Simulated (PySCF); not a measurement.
C4H9FN2Si2 (SMILES C[SiH2]c1c(F)cnn1[SiH3])

| atom | x (Å) | y (Å) | z (Å) |
| --- | --- | --- | --- |
| C | -2.5215 | -0.2790 | -0.5578 |
| Si | -1.3193 | -0.6307 | 0.8690 |
| C | 0.4338 | -0.5799 | 0.2049 |
| C | 1.2544 | -1.6320 | -0.1458 |
| F | 0.9453 | -2.9367 | -0.0743 |
| C | 2.4637 | -1.0821 | -0.5897 |
| N | 2.3907 | 0.2279 | -0.5171 |
| N | 1.1735 | 0.5363 | -0.0426 |
| Si | 0.8408 | 2.2450 | 0.2089 |
| H | -2.4594 | -1.0479 | -1.3235 |
| H | -3.5469 | -0.2509 | -0.2016 |
| H | -2.3102 | 0.6754 | -1.0331 |
| H | -1.5441 | -1.9648 | 1.4295 |
| H | -1.4350 | 0.3970 | 1.9139 |
| H | 3.3450 | -1.5760 | -0.9452 |
| H | 1.9455 | 2.9058 | -0.4651 |
| H | -0.4664 | 2.5132 | -0.3937 |
| H | 0.8014 | 2.4857 | 1.6518 |

Geometry: GFN2-xTB.

The calculation used PBE0/pcSseg-1, SCF density, gas phase, non-relativistic (PySCF 2.14.0).

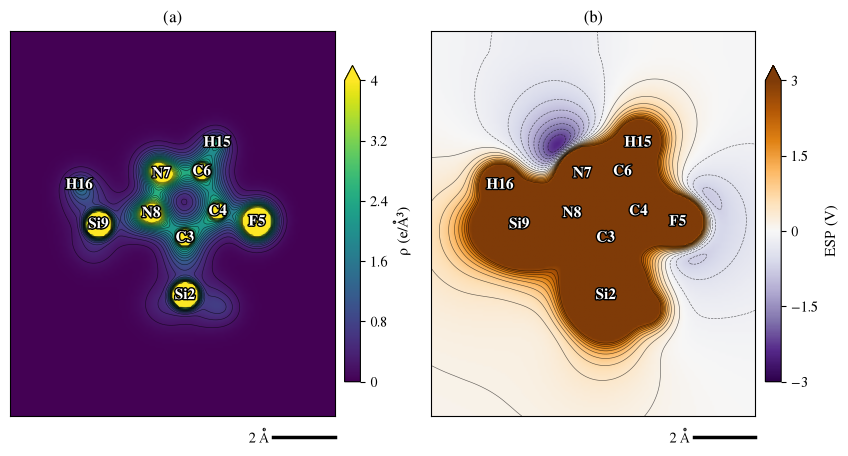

Figure 1. (a) total electron density; (b) electrostatic potential on the plane of atoms C3, N8 and N7.

Q: Read the bonding off the picture.

A: The plane passes through Si, C, F, N and H nuclei.
C–N (1.31 Å): ρ at the midpoint is about 2.6 e/Å³.
N–N (1.34 Å): ρ at the midpoint is about 2.5 e/Å³.
C–F (1.34 Å): ρ is about 2.3 e/Å³ halfway.
C–C (1.38 Å): ρ is about 2.1 e/Å³ halfway.
Si–N (1.76 Å): the density is about 1 e/Å³ at the midpoint.
Outside the dense part of the molecule the potential is most negative (−2.4 V) near N7.

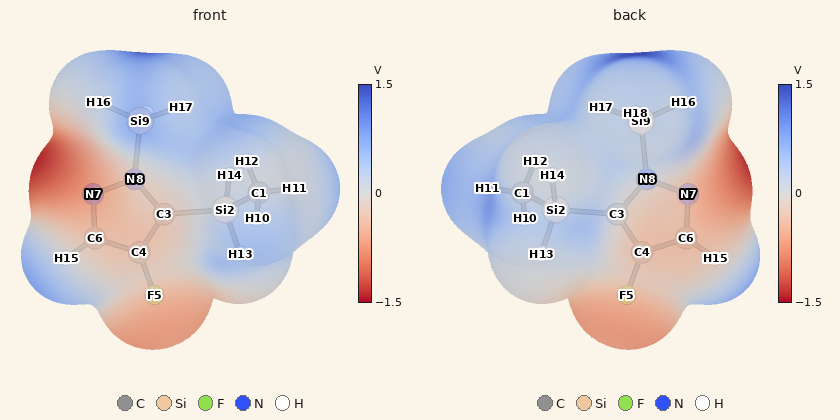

Figure 2. The electrostatic potential painted on the density surface at 0.001 e/bohr³, seen from the front and from behind; the colour scale runs from red (negative) to blue (positive).

Q: Which sites attract a positive test charge, and which a negative one?

A: A positive charge is drawn to the negative regions and a negative charge to the positive ones. The most negative region (about −1.4 V, or −32 kcal/mol for a unit charge) lies over N7, the most positive (about +1.4 V, or +32 kcal/mol for a unit charge) over Si9. N7 is the likeliest acceptor of a hydrogen bond.
